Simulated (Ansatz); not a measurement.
# Phonons of Bi (R-3m, 2 atoms in the cell) against volume, part 2 of 2

Aim: how do the optical modes of Bi (R-3m, 2 atoms in the cell) move with volume?

Ansatz 0.2.0; DFT PBEsol, scalar-relativistic, plane waves, PAW; PAW set soft_1.

So far, highest optical mode at the zone centre (no LO-TO term) (cm⁻¹): step 4 (modes at rest) 99.2; step 6 (volume ratio 1.06) 101.

The database entry behind the starting cell lists a temperature near 78 K, so it need not match the best structure at ambient conditions.

### 8. Modes of this member: 0.9 times the volume at rest

The zone-centre modes follow for 0.9 times the volume at rest.

Input file input.yaml:

```yaml
crystal:
  lattice:
    - [2.2077186109, 1.2746269343, 3.6720195853]
    - [-2.2077186109, 1.2746269343, 3.6720195853]
    - [0.0, -2.5492538686, 3.6720195853]
  atoms:
    - { symbol: Bi, position: [0.2416364331, 0.2416364331, 0.2416364331] }
    - { symbol: Bi, position: [0.7583635669, 0.7583635669, 0.7583635669] }
kpoints:
  mp_grid: { grid: [12, 12, 12] }
hamiltonian:
  xc: pbesol
  pseudopotentials: { kind: paw, azcp: { folder: soft_1 }, xc_functional: pbe }
scf:
  occupations: { method: methfessel_paxton, width: 0.2 }
output:
  eigenvalues: true
phonons:
  method: dfpt
```

Run with:

```bash
$ ansatz run input.yaml --threads 4 --pin off --max-ram 10240MiB --backend cpu --events-out ev --progress --plain --runs-dir out
```

Elapsed: 2 min, on 4 threads of Intel Xeon at 2.50GHz (Skylake/Cascade Lake), shared host; peak memory 1.7 GiB; 5.3 min of CPU time.

This step gave:

| Quantity | Value |
| --- | --- |
| sum-rule residual before enforcement | 3.75e-5 eV/Å² |
| highest optical mode at the zone centre (no LO-TO term) | 90.27 cm⁻¹ |
| lowest optical zone-centre mode | 50.72 cm⁻¹ |

Patterns of degenerate modes are one choice out of their space. Modes at Γ:

```
mode  frequency (cm⁻¹)  symmetry
   1               0.0  acoustic
   2               0.0  acoustic
   3               0.0  acoustic
   4              50.7        Eg
   5              50.7        Eg
   6              90.3       A1g
```

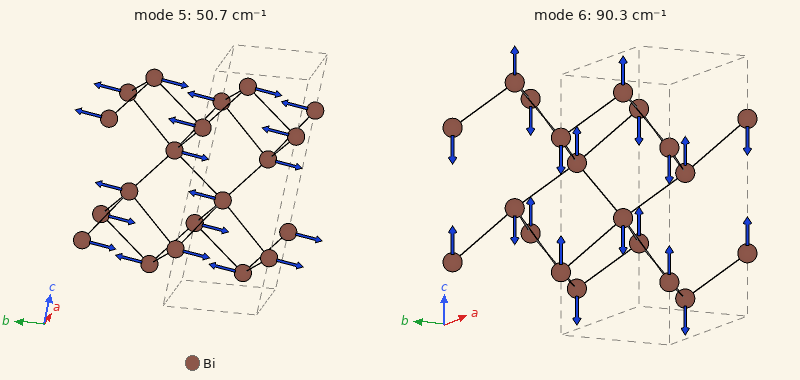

Displacement patterns of modes 5 and 6 at Γ; arrows are exaggerated. 1×2×1 conventional cells are drawn. Some periodic images of atoms are drawn too.

The lowest optical mode is real, 50.7 cm⁻¹, and the highest lies at 90.3 cm⁻¹.

Between step 4 and this run (volume ratio 0.9) the value for the highest optical mode at the zone centre (no LO-TO term) moves from 99.2 cm⁻¹ to 90.3 cm⁻¹ (-9 %).

### 9. All members side by side

The members are set side by side, also those not shown above.

Each row is one cell with its response, relaxed at fixed volume as far as symmetry leaves anything free; energies are extrapolated to zero smearing, and E0 is that at rest; shape and atoms are relaxed in each cell where symmetry leaves them free; all runs use 12×12×12 k points and Methfessel-Paxton smearing of 0.2 eV. State of the crystal along the series:

```
volume ratio  V (Å³/atom)  pressure (GPa)  E - E0 (meV/atom)  first cell vector (Å)  third cell vector (Å)
         0.9           31           5.591              53.18                   4.47                   4.47
        0.92        31.69           4.151              32.29                   4.51                   4.51
        0.94        32.38           2.888              17.22                  4.552                  4.552
        0.96        33.07           1.784              7.249                  4.594                  4.594
        0.98        33.76          0.8252               1.71                  4.637                  4.637
        0.99         34.1          0.3965             0.4121                  4.659                  4.659
           1        34.44         3.54e-4                  0                  4.681                  4.681
        1.02        35.13         -0.7018              1.562                  4.727                  4.727
        1.04        35.82          -1.293              5.893                  4.774                  4.774
        1.06        36.51          -1.776              12.54                  4.824                  4.824
```

Each mode is tracked from rest by its pattern, and modes that stay within 0.3 cm⁻¹ of each other stand once; shape and atoms are relaxed in each cell where symmetry leaves them free; all runs use 12×12×12 k points and Methfessel-Paxton smearing of 0.2 eV. Optical modes along the series:

```
V (Å³/atom)  mode 4 Eg (cm⁻¹)  mode 6 A1g (cm⁻¹)
         31             50.72              90.27
      31.69             55.66               93.9
      32.38             59.31              96.36
      33.07             61.79              97.89
      33.76              63.6               98.7
       34.1             64.41              98.96
      34.44             65.25              99.19
      35.13             67.07              99.72
      35.82              69.2              100.4
      36.51              71.9              101.3
```

From cubic fits (parabolas where under five rows exist) of ln ω and P against ln V through the rows within about 4 % of rest: γ = −d ln ω / d ln V and dω/dP = γ ω / B. Slopes at rest:

```
      mode  fitted frequency at rest (cm⁻¹)  Grüneisen parameter γ  dω/dP (cm⁻¹/GPa)
 mode 4 Eg                             65.3                   -1.3             -2.23
mode 6 A1g                             99.2                  -0.24             -0.62
```

### 10. Summary of results

```yaml
members: 10
highest_optical_mode_at_the_zone_centre_no_lo_to_term_at_rest: 99.19 cm⁻¹
bulk_modulus_at_rest: 38.1 GPa
mode_4_eg_gamma: -1.30
mode_6_a1g_gamma: -0.24
```

What this shows: The series spans -1.8 to 5.6 GPa, and the slope at rest gives a bulk modulus of 38 GPa. Among the modes in the table of slopes γ runs from -1.30 (mode 4 Eg) to -0.24 (mode 6 A1g). A negative γ means that the mode softens under pressure. One k mesh and one cutoff serve the ground states and modes of all volumes. These are harmonic frequencies at zero temperature: anharmonic shifts, linewidths and thermal expansion are left out. Spin-orbit coupling is left out, which can matter for the heavy elements here. With no gap, or one that is small against the smearing, the frequencies hang on the k mesh and the smearing, most of all near Kohn anomalies. The PAW files were made for PBE; the program adapts parts of them to the functional of the run, but their partial waves stay those of PBE, an approximation that was not tested in this session. Only the zone centre was solved, so an instability at another wavevector cannot show here.

Comparison with the measured values:

```
              quantity  measured  PBEsol, PAW; PAW set soft_1
 Raman mode, Eg (cm⁻¹)        71                  65 (-8.1 %)
Raman mode, A1g (cm⁻¹)        98                  99 (+1.2 %)
```

Measured values from arxiv:2211.07681 (2022).

Verdict: The Raman mode is off by -8.1 %: a clear miss. The Raman mode is off by +1.2 %: good agreement. The grades are ours: good and fair within 3 and 7 % for the Raman mode. For Raman mode the calculation has a static lattice, without zero-point motion or thermal expansion.

[Logs are printed without paths, hosts, clocks, repeated set-up lines and the standing remarks that a program may print on its own settings, such as how far it seeks lower states.]

[Hosts, paths, dates, database ids (printed as entryN), source tags and the programs' standing remarks are cut or masked in the printed files.]
